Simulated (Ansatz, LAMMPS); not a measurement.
# Electronic structure of Li+ FSI- in tetrahydrofuran and dimethoxyethane and dimethyl sulfoxide at 350 K (193 atoms)

Aim: energy, forces, charges and density of states of Li+ FSI- in tetrahydrofuran and dimethoxyethane and dimethyl sulfoxide at 350 K (193 atoms) at a fixed geometry.

Main program and level: Ansatz 0.2.0; Kohn-Sham DFT, PBE+D3(BJ), PAW (set soft_2), plane waves.

## 1. The structure

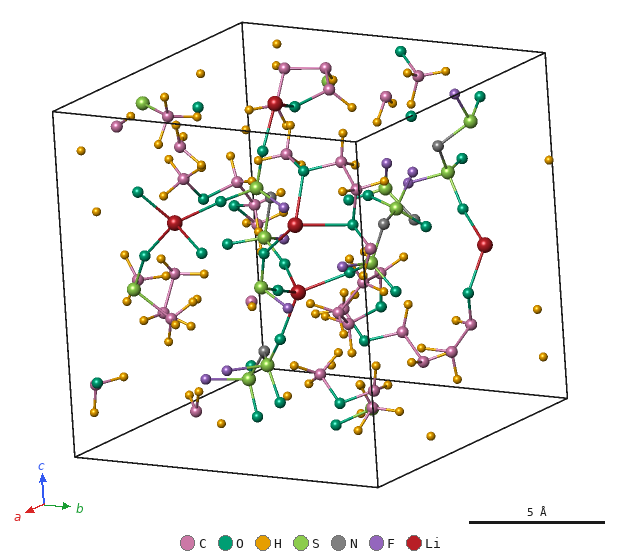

Start, viewed slightly off an axis; carbon pink, oxygen teal, hydrogen orange, sulfur green, nitrogen grey, fluorine purple, lithium red. Bonds to atoms that aren't drawn are left out. Some periodic images of atoms are drawn too.

The cell holds 193 atoms: 36 C, 35 O, 88 H, 14 S, 5 N, 10 F and 5 Li. Cell: a = 13.345 Å, b = 13.345 Å, c = 13.345 Å, α = 90.0°, β = 90.0°, γ = 90.0°. 3 tetrahydrofuran, 4 dimethoxyethane, 4 dimethyl sulfoxide, 5 Li+, 5 FSI- placed at random, at 1.27 g/cm³; overlaps pushed apart, then 10 ps at 550 K with Joung-Cheatham ions (J. Phys. Chem. B 112, 9020 (2008)); MMFF94 bonds, angles, torsions, charges and radii (Halgren, J. Comput. Chem. 17, 490 (1996)) in harmonic and 12-6 forms; charges of ions scaled by 0.8. Snapshot after 30 ps at 350 K and fixed volume.

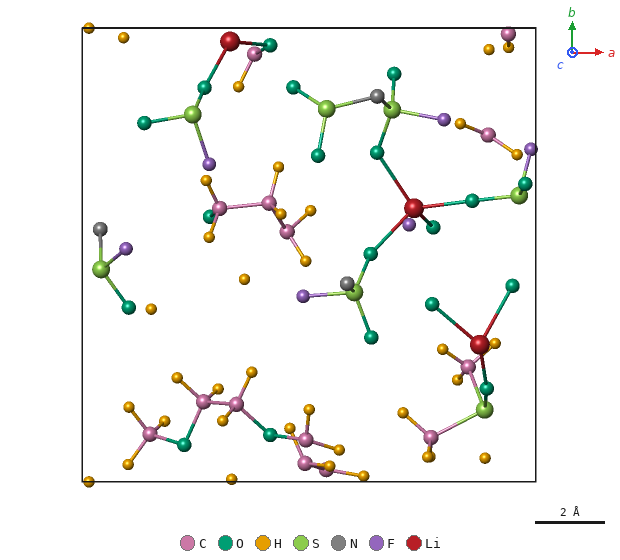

A slice 6 Å thick through the middle of the cell. Bonds to atoms that aren't drawn are left out.

What the set-up can't give: The network of contacts between molecules at the start is that of the classical potential that made the cell, and needn't be the one that DFT or experiment would give. The density was typed from a rule of thumb and may lie off the real one at this temperature. The Brillouin zone is sampled at Γ only, in a cell whose shortest periodic width is 13 Å.

## 2. How the cell was made

A classical potential makes the cell, at a small fraction of what the same run would cost in DFT.

This step: classical MD, Joung-Cheatham ions (J. Phys. Chem. B 112, 9020 (2008)); MMFF94 bonds, angles, torsions, charges and radii (Halgren, J. Comput. Chem. 17, 490 (1996)) in harmonic and 12-6 forms; charges of ions scaled by 0.8 (LAMMPS 22 Jul 2025 - Update 4).

The input, in.lmp:

```
# Li+ FSI- in tetrahydrofuran and dimethoxyethane and dimethyl sulfoxide
units real
atom_style full
boundary p p p
bond_style harmonic
angle_style harmonic
dihedral_style opls
improper_style harmonic
special_bonds lj 0 0 0.5 coul 0 0 0.75
read_data data.lmp
neigh_modify delay 0 every 1 check yes one 4000
comm_modify cutoff 12.0
timestep 0.5
thermo_style custom step time temp pe press density
thermo_modify norm yes
# push overlapping molecules apart
pair_style soft 2.6
pair_coeff * * 0.0
variable a equal ramp(1,60)
fix ad all adapt 1 pair soft a * * v_a
velocity all create 550 768022 mom yes dist gaussian
fix lim all nve/limit 0.03
fix lan all langevin 550 550 50 768023 zero yes
thermo 1000
run 3000 post no
unfix ad
pair_style lj/cut/coul/long 9.0
pair_modify mix arithmetic tail yes
pair_coeff 1 1 0.0678 3.3680   # C
pair_coeff 2 2 0.0763 3.0430   # O
pair_coeff 3 3 0.0216 2.5400   # H
pair_coeff 4 4 0.2681 3.6400   # S
pair_coeff 5 5 0.0763 2.9870   # O
pair_coeff 6 6 0.0721 3.5530   # N
# [... 22 lines left out ...]
compute msd all msd com yes
thermo 7500
fix md all nvt temp 350 350 100
run 30000 post no
print "== T350: mean square displacement over the hold $(c_msd[4]:%.2f) A^2"
unfix md
uncompute msd
write_dump all custom T350.dump id type xs ys zs modify sort id
```

Command:

```bash
$ lmp -in in.lmp -log none -nocite
```

Numbers of over 12 decimals in the logs are rounded to 6 here.

What it wrote:

```text
LAMMPS (22 Jul 2025 - Update 4)
Reading data file ...
  orthogonal box = (0 0 0) to (13.34456 13.34456 13.34456)
  193 atoms
  orthogonal box = (0 0 0) to (13.34456 13.34456 13.34456)
  175 bonds
  304 angles
  261 dihedrals
   Step          Time           Temp          PotEng         Press         Density
         0   0              550            0.61004317    -1329.2072      1.2749985
      1000   500            534.26175      2.0103029      18494.14       1.2749985
      2000   1000           571.09352      1.9152444      17808.464      1.2749985
      3000   1500           486.6425       1.8597255      21986.846      1.2749985
Loop time of 0.317392 s on 1 MPI rank(s) for 3000 steps with 193 atoms
PPPM initialization ...
  G vector (1/distance) = 0.29712957
  grid = 8 8 8
  estimated relative force accuracy = 2.4356429e-05
   Step          Time           Temp          PotEng         Press         Density
      3000   1500           486.6425       0.79640021     16290.374      1.2749985
      3100   1550           486.6425      -3.1607868      1385.2118      1.2749985
      3200   1600           486.6425      -3.6198668      5626.0204      1.2749985
      3300   1650           486.6425      -3.8246561      4113.1138      1.2749985
Loop time of 0.436585 s on 1 MPI rank(s) for 300 steps with 193 atoms
Minimization stats:
  Stopping criterion = max iterations
  Energy initial, next-to-last, final =
     0.796400205780548  -3.82372429312491  -3.82465612635579
  Force two-norm initial, final = 703.48747 18.86828
  Iterations, force evaluations = 300 562
   Step          Time           Temp          PotEng         Press         Density
         0   0              550           -3.8246561      4810.6289      1.2749985
      1000   500            499.74987     -2.3759627      8212.2242      1.2749985
      2000   1000           484.60882     -2.5341848      2703.7832      1.2749985
Loop time of 1.11708 s on 1 MPI rank(s) for 2000 steps with 193 atoms
   Step          Time           Temp          PotEng         Press         Density
      2000   1000           484.60882     -2.5341848      2703.7832      1.2749985
[... 5 lines left out ...]
Loop time of 5.97819 s on 1 MPI rank(s) for 10000 steps with 193 atoms
   Step          Time           Temp          PotEng         Press         Density
[... 4 lines left out ...]
Loop time of 2.96153 s on 1 MPI rank(s) for 5000 steps with 193 atoms
   Step          Time           Temp          PotEng         Press         Density
[... 2 lines left out ...]
     30000   29000          363.96906     -2.9867669      956.95921      1.2749985
     37500   36500          356.2225      -2.9348315     -7884.4434      1.2749985
     45000   44000          335.16427     -3.0087717     -8494.8996      1.2749985
     47000   46000          318.38569     -2.9176066     -788.23812      1.2749985
Loop time of 17.5863 s on 1 MPI rank(s) for 30000 steps with 193 atoms
== T350: mean square displacement over the hold 8.50 A^2
```

It took 29 s on 1 thread of Arm Neoverse V2, shared host; peak memory 0.13 GiB.

The input also reads data.lmp (atoms, bonds and types; not printed here).

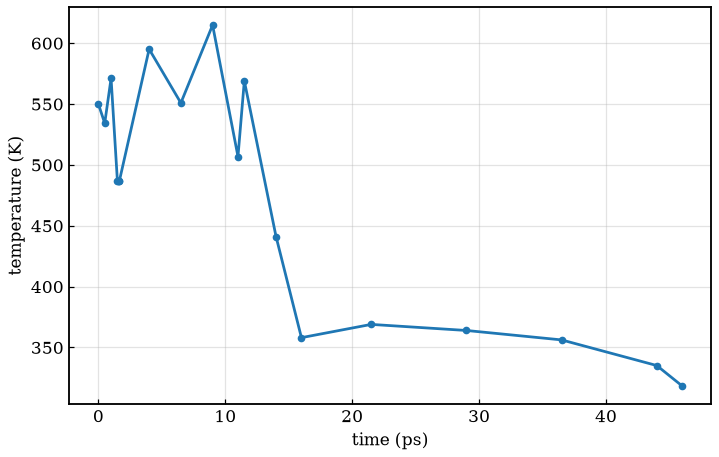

Temperature, plotted against time.

(Part 1 of 3 ends here.)

[Logs are printed without paths, hosts, clocks, repeated set-up lines and the standing remarks that a program may print on its own settings, such as how far it seeks lower states.]

[Hosts, paths, dates, database ids (printed as entryN), source tags and the programs' standing remarks are cut or masked in the printed files.]

[The MMFF94 radii named for the starting cell were scaled by 0.96; in molecules described by MMFF94, hydrogen bound to N, O or S took a small fixed 12-6 site in their place.]
